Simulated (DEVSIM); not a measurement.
Structure: abrupt Si n-p junction, at 300 K.

```
layer (left to right)  material  thickness (μm)  Nd (cm⁻³)  Na (cm⁻³)   τn (s)   τp (s)
---------------------  --------  --------------  ---------  ---------  -------  -------
1                            Si            5.30     3.9e17          -  0.00097  0.00097
2                            Si           0.390          -     4.1e15  0.00097  0.00097
```

Left contact: ohmic. Right contact: ohmic. Voltage is applied to the left contact. Recombination: SRH at mid-gap, Auger. Mobility is constant in doping.

This is a model device: material constants are rounded textbook-type values typed into the input, and sizes, dopings and lifetimes were drawn at random. Values at 300 K.

| parameter | Si |
|---|---|
| gap (eV) | 1.124 |
| affinity (eV) | 4.05 |
| permittivity | 11.7 |
| Nc (cm⁻³) | 2.86e19 |
| Nv (cm⁻³) | 3.1e19 |
| μn (cm²/Vs) | 1417 |
| μp (cm²/Vs) | 470 |
| Cn (cm⁶/s) | 2.8e-31 |
| Cp (cm⁶/s) | 9.9e-32 |

Model (solved in DEVSIM): 1D drift-diffusion, Boltzmann statistics, complete ionisation; no tunnelling, impact ionisation, image-force lowering or self-heating.

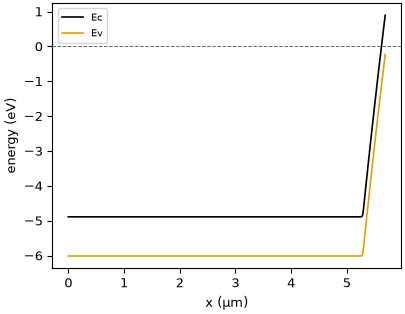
Figure: Band edges at 5.0 V on the left contact

Energies count from the Fermi level of the right contact; mesh points crowd at the junctions.

```
x (μm)   Ec (eV)  Ev (eV)  n (cm⁻³)  p (cm⁻³)  field (V/cm)
-------  -------  -------  --------  --------  ------------
0.000     -4.889   -6.013    3.9e17       300           ≈ 0
0.02021   -4.889   -6.013    3.9e17       300           ≈ 0
0.06066   -4.889   -6.013    3.9e17       290           ≈ 0
0.1315    -4.889   -6.013    3.9e17       290           ≈ 0
0.3254    -4.889   -6.013    3.9e17       280           ≈ 0
0.6436    -4.889   -6.013    3.9e17       260           ≈ 0
1.201     -4.889   -6.013    3.9e17       230           ≈ 0
2.650     -4.889   -6.013    3.9e17       150           ≈ 0
3.924     -4.889   -6.013    3.9e17     < 1e2           ≈ 0
4.561     -4.889   -6.013    3.9e17     < 1e2           ≈ 0
4.908     -4.889   -6.013    3.9e17     < 1e2           ≈ 0
5.146     -4.889   -6.013    3.9e17     < 1e2           ≈ 0
5.227     -4.889   -6.013    3.9e17     < 1e2            22
5.271     -4.879   -6.003    2.6e17     < 1e2         15000
5.301     -4.647   -5.771    3.3e13     < 1e2        150000
5.321     -4.335   -5.460     2.0e8     < 1e2        150000
5.356     -3.810   -4.934     24000     < 1e2        150000
5.420     -2.854   -3.978     25000     < 1e2        150000
5.550     -0.987   -2.111     27000     < 1e2        140000
5.620     -0.039   -1.163     27000     < 1e2        130000
5.662      0.529   -0.595     28000     3.1e9        130000
5.690      0.893   -0.231     28000    4.1e15        130000
```
